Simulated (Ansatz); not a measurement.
# SiF₂ + H₂S: a complex and its separated parts

The complex below is one end of an elementary step. How strongly is it bound against its free parts?

Program: Ansatz 0.2.0, Gaussian basis. Level of theory: PBE0-D4/def2-TZVP structures, single points in def2-TZVPP, no counterpoise correction. These are calculated values, not measurements.

Levels: SPW92, PBE-D4, BLYP-D4, r2SCAN-D4, B97M-V, PBE0-D4, B3LYP-D4, r2SCAN0-D4, BHLYP-D4, CAM-B3LYP-D4, wB97X-V, wB97M-V, B2PLYP, PBE-QIDH, RPA on PBE, Hartree-Fock, MP2, CCSD, CCSD(T).

Correlated methods freeze the cores. B3LYP uses VWN-RPA correlation. B2PLYP carries no dispersion term here.

40 further runs of the same task are left out: 40 set aside as unsound or not needed.

**1. The starting structure**

The complex: 6 atoms, charge 0, spin multiplicity 1.

Atoms are counted from 1 here; the program's logs count them from 0.

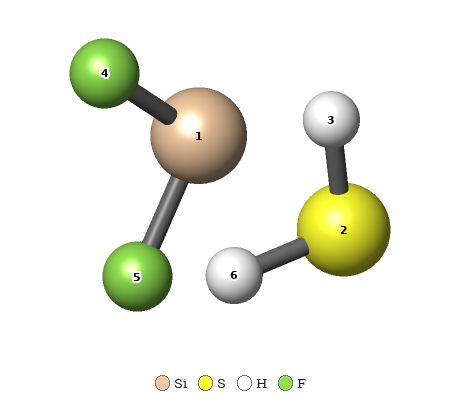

As it starts; silicon light orange, sulfur yellow, hydrogen white, fluorine green; atoms are numbered from 1 in the order of the file.

Geometry (Å):

```mol
F2H2SSi
  3D, bonds by distance, orders not assigned

  6  4  0  0  0  0  0  0  0  0999 V2000
   -0.9413    1.2192   -0.3400 Si  0  0
    0.7926   -0.9894   -0.8443 S   0  0
    1.8589   -0.3174   -0.3807 H   0  0
   -0.1438    1.4050    1.0596 F   0  0
   -2.0351    0.1199    0.1253 F   0  0
    0.4687   -1.4374    0.3800 H   0  0
  1  4  8  0
  1  5  8  0
  2  3  8  0
  2  6  8  0
M  END
```

Its parts: SiF₂ holds atoms 1, 4, 5; H₂S holds atoms 2, 3, 6. Each part counts its atoms afresh in its own runs.

**2. Relaxing SiF₂ alone**

relax-a/in.yaml

```yaml
crystal:
  periodic: [false, false, false]
  atoms:
    - {symbol: Si, position_ang: [-0.941338, 1.219211, -0.340010]}
    - {symbol: F, position_ang: [-0.143758, 1.405016, 1.059641]}
    - {symbol: F, position_ang: [-2.035054, 0.119934, 0.125326]}
basis:
  gaussian: {orbitals: def2-TZVP}
hamiltonian: {xc: pbe0, dispersion: d4}
relax: {f_tol: 0.005, max_steps: 200}
```

Started as:

```console
> ansatz run in.yaml --threads 2 --pin off --events-out ev --progress --plain --max-ram 4352MiB
```

The program printed, cut to the lines that bear on the results:

```text
Functional definition: PBE0
  name "PBE0"
  cite "Adamo & Barone, J. Chem. Phys. 110, 6158 (1999) doi:10.1063/1.478522"
  cite "Perdew, Burke & Ernzerhof, Phys. Rev. Lett. 77, 3865 (1996) doi:10.1103/PhysRevLett.77.3865"
  parent pbe
[...]
580 factors; their error is unknown
[...]
mean field -13307.99224260 eV, -489.0596944343 hartree, gradient 4.0e-5 eV, S^2 0.000000; 0 other end points of the search recorded, 0 dependent functions left out
[...]
reference -13307.99226061 eV, -489.0596950964 hartree; 16, 16 occupied and 83, 83 virtual orbitals, 580 factors
[...]
580 factors; their error is unknown
mean field -13308.00449130 eV, -489.0601445659 hartree, gradient 2.2e-5 eV, S^2 0.000000; 1 other end points of the search recorded, 0 dependent functions left out
[...]
reference -13308.00450931 eV, -489.0601452276 hartree; 16, 16 occupied and 83, 83 virtual orbitals, 580 factors
Total energy: -13308.03433147 eV, -489.0612411720 hartree
Atom 0 at    -0.943055     1.212249    -0.324491 Å, force    -0.000087    -0.000757     0.001928 eV/Å
Atom 1 at    -0.145278     1.407011     1.050341 Å, force     0.001840     0.001638    -0.000184 eV/Å
Atom 2 at    -2.031817     0.124902     0.119107 Å, force    -0.001754    -0.000881    -0.001744 eV/Å
Dipole moment:     0.032204     0.098803    -0.201303 e Å
```

Run time: 3.1 s. Hardware: 2 threads of Intel Xeon 6975P-C, shared host.

Relaxation path:

| step | energy from step 1 (eV) | largest force component (eV/Å) |
| --- | --- | --- |
| 1 | 0.0000 | 0.7713 |
| 2 | -0.0074 | 0.4912 |
| 3 | -0.0123 | 0.0019 |

Close pairs (by a distance rule), those that changed most:

| bond | before (Å) | after (Å) | change (Å) |
| --- | --- | --- | --- |
| Si1–F2 | 1.622 | 1.601 | -0.020 |
| Si1–F3 | 1.619 | 1.601 | -0.018 |

**3. Relaxing H₂S alone**

relax-b/in.yaml

```yaml
crystal:
  periodic: [false, false, false]
  atoms:
    - {symbol: S, position_ang: [0.792606, -0.989363, -0.844283]}
    - {symbol: H, position_ang: [1.858888, -0.317416, -0.380690]}
    - {symbol: H, position_ang: [0.468656, -1.437381, 0.380017]}
basis:
  gaussian: {orbitals: def2-TZVP}
hamiltonian: {xc: pbe0, dispersion: d4}
relax: {f_tol: 0.005, max_steps: 200}
```

Started as:

```console
> ansatz run in.yaml --threads 2 --pin off --events-out ev --progress --plain --max-ram 4352MiB
```

The program printed, cut to the lines that bear on the results:

```text
[... 5 set-up lines as earlier in the session ...]
[...]
359 factors; their error is unknown
[...]
mean field -10864.45034698 eV, -399.2611860626 hartree, gradient 6.5e-5 eV, S^2 0.000000; 0 other end points of the search recorded, 0 dependent functions left out
[...]
reference -10864.45047936 eV, -399.2611909273 hartree; 9, 9 occupied and 40, 40 virtual orbitals, 359 factors
Total energy: -10864.46265904 eV, -399.2616385223 hartree
Atom 0 at     0.792359    -0.989493    -0.844537 Å, force     0.001009     0.000242     0.002644 eV/Å
Atom 1 at     1.856989    -0.318995    -0.379373 Å, force    -0.000912    -0.000466    -0.001005 eV/Å
Atom 2 at     0.470802    -1.435672     0.378954 Å, force    -0.000097     0.000224    -0.001639 eV/Å
Dipole moment:     0.096768     0.029213     0.219907 e Å
```

Run time: 1 s. Hardware: 2 threads of Intel Xeon 6975P-C, shared host.

Along the way:

| step | energy from step 1 (eV) | largest force component (eV/Å) |
| --- | --- | --- |
| 1 | 0.0000 | 0.0473 |
| 2 | -0.0001 | 0.0261 |
| 3 | -0.0001 | 0.0026 |

Close pairs (by a distance rule), those that changed most:

| bond | before (Å) | after (Å) | change (Å) |
| --- | --- | --- | --- |
| S1–H3 | 1.343 | 1.341 | -0.002 |
| S1–H2 | 1.343 | 1.341 | -0.001 |

**4. SPW92/def2-TZVPP**

parta/in.yaml

```yaml
crystal:
  periodic: [false, false, false]
  atoms:
    - {symbol: Si, position_ang: [-0.943055, 1.212249, -0.324491]}
    - {symbol: F, position_ang: [-0.145278, 1.407011, 1.050341]}
    - {symbol: F, position_ang: [-2.031817, 0.124902, 0.119107]}
basis:
  gaussian: {orbitals: def2-TZVPP}
hamiltonian: {xc: lda}
```

partb/in.yaml

```yaml
crystal:
  periodic: [false, false, false]
  atoms:
    - {symbol: S, position_ang: [0.792359, -0.989493, -0.844537]}
    - {symbol: H, position_ang: [1.856989, -0.318995, -0.379373]}
    - {symbol: H, position_ang: [0.470802, -1.435672, 0.378954]}
basis:
  gaussian: {orbitals: def2-TZVPP}
hamiltonian: {xc: lda}
```

Each run has its own folder and the same command.

Started as:

```console
> ansatz run in.yaml --threads 2 --pin off --events-out ev --progress --plain --max-ram 4352MiB
```

Log of parta, cut to the lines that bear on the results:

```text
Functional definition: SPW92
  name "SPW92"
  cite "Dirac, Proc. Camb. Phil. Soc. 26, 376 (1930) doi:10.1017/S0305004100016108"
  cite "Slater, Phys. Rev. 81, 385 (1951) doi:10.1103/PhysRev.81.385"
  cite "Perdew & Wang, Phys. Rev. B 45, 13244 (1992) doi:10.1103/PhysRevB.45.13244"
[...]
600 factors; their error is unknown
[...]
mean field -13250.82840209 eV, -486.9589620428 hartree, gradient 2.1e-5 eV, S^2 0.000000; 0 other end points of the search recorded, 0 dependent functions left out
reference -13250.82842529 eV, -486.9589628952 hartree; 16, 16 occupied and 88, 88 virtual orbitals, 600 factors
Total energy: -13250.82842529 eV, -486.9589628952 hartree
```

partb printed, cut to the lines that bear on the results:

```text
[... 5 set-up lines as earlier in the session ...]
[...]
402 factors; their error is unknown
[...]
mean field -10830.30349583 eV, -398.0063124285 hartree, gradient 2.3e-5 eV, S^2 0.000000; 0 other end points of the search recorded, 0 dependent functions left out
reference -10830.30351668 eV, -398.0063131945 hartree; 9, 9 occupied and 61, 61 virtual orbitals, 402 factors
Total energy: -10830.30351668 eV, -398.0063131945 hartree
```

They took 0.35 s (parta), 0.2 s (partb) on 2 threads of Intel Xeon 6975P-C, shared host.

**5. PBE-D4/def2-TZVPP**

Each input of step 4 (parta, partb) changes in the same lines:

```diff
-hamiltonian: {xc: lda}
+hamiltonian: {xc: pbe, dispersion: d4}
```

The same command starts each run, in its folder.

Started as:

```console
> ansatz run in.yaml --threads 2 --pin off --events-out ev --progress --plain --max-ram 4352MiB
```

Output in parta, cut to the lines that bear on the results:

```text
Functional definition: PBE
  name "PBE"
[... 2 set-up lines as earlier in the session ...]
[...]
600 factors; their error is unknown
[...]
mean field -13307.45443376 eV, -489.0399303241 hartree, gradient 1.9e-5 eV, S^2 0.000000; 0 other end points of the search recorded, 0 dependent functions left out
reference -13307.45445867 eV, -489.0399312394 hartree; 16, 16 occupied and 88, 88 virtual orbitals, 600 factors
Total energy: -13307.49081764 eV, -489.0412674070 hartree
```

partb printed, cut to the lines that bear on the results:

```text
[... 4 set-up lines as earlier in the session ...]
[...]
402 factors; their error is unknown
[...]
mean field -10863.54273013 eV, -399.2278317585 hartree, gradient 3.4e-5 eV, S^2 0.000000; 0 other end points of the search recorded, 0 dependent functions left out
reference -10863.54275238 eV, -399.2278325763 hartree; 9, 9 occupied and 61, 61 virtual orbitals, 402 factors
Total energy: -10863.55778937 eV, -399.2283851754 hartree
```

Times: 0.55 s (parta), 0.3 s (partb) on 2 threads of Intel Xeon 6975P-C, shared host.

**6. BLYP-D4/def2-TZVPP**

Each input of step 5 (parta, partb) changes in the same lines:

```diff
-hamiltonian: {xc: pbe, dispersion: d4}
+hamiltonian: {xc: {name: BLYP}, dispersion: d4}
```

The same command starts each run, in its folder.

Started as:

```console
> ansatz run in.yaml --threads 2 --pin off --events-out ev --progress --plain --max-ram 4352MiB
```

Log of parta, cut to the lines that bear on the results:

```text
Functional definition: BLYP
  name "BLYP"
  cite "Becke, Phys. Rev. A 38, 3098 (1988) doi:10.1103/PhysRevA.38.3098"
  cite "Lee, Yang & Parr, Phys. Rev. B 37, 785 (1988) doi:10.1103/PhysRevB.37.785"
[...]
600 factors; their error is unknown
[...]
mean field -13316.49464321 eV, -489.3721518936 hartree, gradient 2.1e-5 eV, S^2 0.000000; 0 other end points of the search recorded, 0 dependent functions left out
reference -13316.49486446 eV, -489.3721600244 hartree; 16, 16 occupied and 88, 88 virtual orbitals, 600 factors
Total energy: -13316.57881259 eV, -489.3752450615 hartree
```

Output in partb, cut to the lines that bear on the results:

```text
[... 4 set-up lines as earlier in the session ...]
[...]
402 factors; their error is unknown
[...]
mean field -10868.21009474 eV, -399.3993542444 hartree, gradient 2.9e-5 eV, S^2 0.000000; 0 other end points of the search recorded, 0 dependent functions left out
reference -10868.21030861 eV, -399.3993621039 hartree; 9, 9 occupied and 61, 61 virtual orbitals, 402 factors
Total energy: -10868.24600118 eV, -399.4006737818 hartree
```

They took 0.5 s (parta), 0.25 s (partb) on 2 threads of Intel Xeon 6975P-C, shared host.

**7. r2SCAN-D4/def2-TZVPP**

Each input of step 6 (parta, partb) changes in the same lines:

```diff
-hamiltonian: {xc: {name: BLYP}, dispersion: d4}
+hamiltonian: {xc: r2scan, dispersion: d4}
```

One command serves all of them, each in its own folder.

Started as:

```console
> ansatz run in.yaml --threads 2 --pin off --events-out ev --progress --plain --max-ram 4352MiB
```

Log of parta, cut to the lines that bear on the results:

```text
Functional definition: r2SCAN
  name "r2SCAN"
  cite "Furness, Kaplan, Ning, Perdew & Sun, J. Phys. Chem. Lett. 11, 8208 (2020) doi:10.1021/acs.jpclett.0c02405"
  cite "Furness, Kaplan, Ning, Perdew & Sun, J. Phys. Chem. Lett. 11, 9248 (2020) doi:10.1021/acs.jpclett.0c03077"
  parent r2scan
[...]
600 factors; their error is unknown
[...]
mean field -13313.54135390 eV, -489.2636205133 hartree, gradient 2.5e-5 eV, S^2 0.000000; 0 other end points of the search recorded, 0 dependent functions left out
reference -13313.54136103 eV, -489.2636207754 hartree; 16, 16 occupied and 88, 88 virtual orbitals, 600 factors
Total energy: -13313.54910586 eV, -489.2639053927 hartree
```

Log of partb, cut to the lines that bear on the results:

```text
[... 5 set-up lines as earlier in the session ...]
[...]
402 factors; their error is unknown
[...]
mean field -10867.52471175 eV, -399.3741668841 hartree, gradient 2.2e-5 eV, S^2 0.000000; 0 other end points of the search recorded, 0 dependent functions left out
reference -10867.52471845 eV, -399.3741671302 hartree; 9, 9 occupied and 61, 61 virtual orbitals, 402 factors
Total energy: -10867.52806677 eV, -399.3742901786 hartree
```

Wall times: 1 s (parta), 0.6 s (partb) on 2 threads of Intel Xeon 6975P-C, shared host.

**8. B97M-V/def2-TZVPP**

The same edit goes into each in.yaml of step 7 (parta, partb):

```diff
-hamiltonian: {xc: r2scan, dispersion: d4}
+hamiltonian: {xc: {name: B97M-V}}
```

The same command starts each run, in its folder.

Started as:

```console
> ansatz run in.yaml --threads 2 --pin off --events-out ev --progress --plain --max-ram 4352MiB
```

Output in parta, cut to the lines that bear on the results:

```text
Functional definition: B97M-V
  name "B97M-V"
  cite "Mardirossian & Head-Gordon, J. Chem. Phys. 142, 074111 (2015) doi:10.1063/1.4907719"
  cite "Becke, J. Chem. Phys. 107, 8554 (1997) doi:10.1063/1.475007"
  cite "Vydrov & Van Voorhis, J. Chem. Phys. 133, 244103 (2010) doi:10.1063/1.3521275"
  # Of w^i u^j: cxij and so on, Table III.
[...]
  gx(w, u) = cx00 + cx01*u + cx02*u^2 + (cx10 + cx11*u)*w
[...]
  gos(w, u) = cos00 + cos01*u + cos03*u^3 + cos10*w + cos32*w^3*u^2
[...]
      + integral(e_c_pw_mod_opposite_spin*gos(b97_w_opposite, b97_u_opposite)) + vv10(b, c)
600 factors; their error is unknown
[...]
mean field -13312.54871982 eV, -489.2271418838 hartree, gradient 7.2e-5 eV, S^2 0.000000; 0 other end points of the search recorded, 0 dependent functions left out
reference -13312.54875686 eV, -489.2271432448 hartree; 16, 16 occupied and 88, 88 virtual orbitals, 600 factors
Total energy: -13312.54875686 eV, -489.2271432448 hartree
```

partb printed, cut to the lines that bear on the results:

```text
[... 5 set-up lines as earlier in the session ...]
  # Of w^i u^j: cxij and so on, Table III.
[...]
  gx(w, u) = cx00 + cx01*u + cx02*u^2 + (cx10 + cx11*u)*w
[...]
  gos(w, u) = cos00 + cos01*u + cos03*u^3 + cos10*w + cos32*w^3*u^2
[...]
      + integral(e_c_pw_mod_opposite_spin*gos(b97_w_opposite, b97_u_opposite)) + vv10(b, c)
402 factors; their error is unknown
[...]
mean field -10865.55700384 eV, -399.3018549521 hartree, gradient 2.6e-5 eV, S^2 0.000000; 0 other end points of the search recorded, 0 dependent functions left out
reference -10865.55703849 eV, -399.3018562255 hartree; 9, 9 occupied and 61, 61 virtual orbitals, 402 factors
Total energy: -10865.55703849 eV, -399.3018562255 hartree
```

Wall times: 1.5 s (parta), 0.85 s (partb) on 2 threads of Intel Xeon 6975P-C, shared host.

**9. PBE0-D4/def2-TZVPP**

Each input of step 8 (parta, partb) changes in the same lines:

```diff
-hamiltonian: {xc: {name: B97M-V}}
+hamiltonian: {xc: pbe0, dispersion: d4}
+output: {orbitals: {seedname: orbitals}}
```

One command serves all of them, each in its own folder.

Started as:

```console
> ansatz run in.yaml --threads 2 --pin off --events-out ev --progress --plain --max-ram 4352MiB
```

Log of parta, cut to the lines that bear on the results:

```text
[... 5 set-up lines as earlier in the session ...]
[...]
603 factors; their error is unknown
[...]
mean field -13308.00889533 eV, -489.0603064111 hartree, gradient 3.3e-5 eV, S^2 0.000000; 0 other end points of the search recorded, 0 dependent functions left out
reference -13308.00891333 eV, -489.0603070726 hartree; 16, 16 occupied and 88, 88 virtual orbitals, 603 factors
Total energy: -13308.03873550 eV, -489.0614030170 hartree
```

Output in partb, cut to the lines that bear on the results:

```text
[... 5 set-up lines as earlier in the session ...]
[...]
433 factors; their error is unknown
[...]
mean field -10864.48423166 eV, -399.2624313017 hartree, gradient 5.4e-6 eV, S^2 0.000000; 0 other end points of the search recorded, 0 dependent functions left out
reference -10864.48424828 eV, -399.2624319125 hartree; 9, 9 occupied and 61, 61 virtual orbitals, 433 factors
Total energy: -10864.49642796 eV, -399.2628795075 hartree
```

Times: 0.5 s (parta), 0.35 s (partb) on 2 threads of Intel Xeon 6975P-C, shared host.

**10. B3LYP-D4/def2-TZVPP**

The same edit goes into each in.yaml of step 9 (parta, partb):

```diff
-hamiltonian: {xc: pbe0, dispersion: d4}
-output: {orbitals: {seedname: orbitals}}
+hamiltonian: {xc: {name: B3LYP}, dispersion: d4}
```

The same command starts each run, in its folder.

Started as:

```console
> ansatz run in.yaml --threads 2 --pin off --events-out ev --progress --plain --max-ram 4352MiB
```

parta printed, cut to the lines that bear on the results:

```text
Functional definition: B3LYP
  name "B3LYP"
  cite "Stephens, Devlin, Chabalowski & Frisch, J. Phys. Chem. 98, 11623 (1994) doi:10.1021/j100096a001"
[... 2 set-up lines as earlier in the session ...]
  cite "Vosko, Wilk & Nusair, Can. J. Phys. 58, 1200 (1980) doi:10.1139/p80-159"
[...]
603 factors; their error is unknown
[...]
mean field -13317.17525561 eV, -489.3971639382 hartree, gradient 1.4e-5 eV, S^2 0.000000; 0 other end points of the search recorded, 0 dependent functions left out
reference -13317.17541840 eV, -489.3971699206 hartree; 16, 16 occupied and 88, 88 virtual orbitals, 603 factors
Total energy: -13317.23529453 eV, -489.3993703276 hartree
```

partb printed, cut to the lines that bear on the results:

```text
[... 6 set-up lines as earlier in the session ...]
[...]
414 factors; their error is unknown
[...]
mean field -10868.95565659 eV, -399.4267531368 hartree, gradient 5.0e-6 eV, S^2 0.000000; 0 other end points of the search recorded, 0 dependent functions left out
reference -10868.95581431 eV, -399.4267589332 hartree; 9, 9 occupied and 61, 61 virtual orbitals, 414 factors
Total energy: -10868.98024985 eV, -399.4276569224 hartree
```

They took 0.75 s (parta), 0.3 s (partb) on 2 threads of Intel Xeon 6975P-C, shared host.

**11. r2SCAN0-D4/def2-TZVPP**

Each input of step 10 (parta, partb) changes in the same lines:

```diff
-hamiltonian: {xc: {name: B3LYP}, dispersion: d4}
+hamiltonian: {xc: {name: r2SCAN0}, dispersion: d4}
```

Each run has its own folder and the same command.

Started as:

```console
> ansatz run in.yaml --threads 2 --pin off --events-out ev --progress --plain --max-ram 4352MiB
```

Output in parta, cut to the lines that bear on the results:

```text
Functional definition: r2SCAN0
  name "r2SCAN0"
  cite "Bursch, Neugebauer, Ehlert & Grimme, J. Chem. Phys. 156, 134105 (2022) doi:10.1063/5.0086040"
[... 3 set-up lines as earlier in the session ...]
[...]
603 factors; their error is unknown
[...]
mean field -13312.65670579 eV, -489.2311102951 hartree, gradient 5.7e-5 eV, S^2 0.000000; 0 other end points of the search recorded, 0 dependent functions left out
reference -13312.65671139 eV, -489.2311105008 hartree; 16, 16 occupied and 88, 88 virtual orbitals, 603 factors
Total energy: -13312.66593907 eV, -489.2314496116 hartree
```

partb printed, cut to the lines that bear on the results:

```text
[... 6 set-up lines as earlier in the session ...]
[...]
433 factors; their error is unknown
[...]
mean field -10867.41042832 eV, -399.3699670455 hartree, gradient 1.6e-5 eV, S^2 0.000000; 0 other end points of the search recorded, 0 dependent functions left out
reference -10867.41043366 eV, -399.3699672418 hartree; 9, 9 occupied and 61, 61 virtual orbitals, 433 factors
Total energy: -10867.41429177 eV, -399.3701090246 hartree
```

Times: 1.2 s (parta), 0.6 s (partb) on 2 threads of Intel Xeon 6975P-C, shared host.

**12. BHLYP-D4/def2-TZVPP**

The same edit goes into each in.yaml of step 11 (parta, partb):

```diff
-hamiltonian: {xc: {name: r2SCAN0}, dispersion: d4}
+hamiltonian: {xc: {name: BHLYP}, dispersion: d4}
```

Each run has its own folder and the same command.

Started as:

```console
> ansatz run in.yaml --threads 2 --pin off --events-out ev --progress --plain --max-ram 4352MiB
```

parta printed, cut to the lines that bear on the results:

```text
Functional definition: BHLYP
  name "BHLYP"
  cite "Becke, J. Chem. Phys. 98, 1372 (1993) doi:10.1063/1.464304"
[... 2 set-up lines as earlier in the session ...]
[...]
660 factors; their error is unknown
[...]
mean field -13314.72298693 eV, -489.3070447264 hartree, gradient 7.2e-5 eV, S^2 0.000000; 0 other end points of the search recorded, 0 dependent functions left out
reference -13314.72309503 eV, -489.3070486988 hartree; 16, 16 occupied and 88, 88 virtual orbitals, 660 factors
Total energy: -13314.76793529 eV, -489.3086965480 hartree
```

Log of partb, cut to the lines that bear on the results:

```text
[... 5 set-up lines as earlier in the session ...]
[...]
453 factors; their error is unknown
[...]
mean field -10868.25157238 eV, -399.4008785194 hartree, gradient 1.3e-5 eV, S^2 0.000000; 0 other end points of the search recorded, 0 dependent functions left out
reference -10868.25167908 eV, -399.4008824408 hartree; 9, 9 occupied and 61, 61 virtual orbitals, 453 factors
Total energy: -10868.26800645 eV, -399.4014824602 hartree
```

They took 0.7 s (parta), 0.35 s (partb) on 2 threads of Intel Xeon 6975P-C, shared host.

(Part 1 of 2 ends here.)
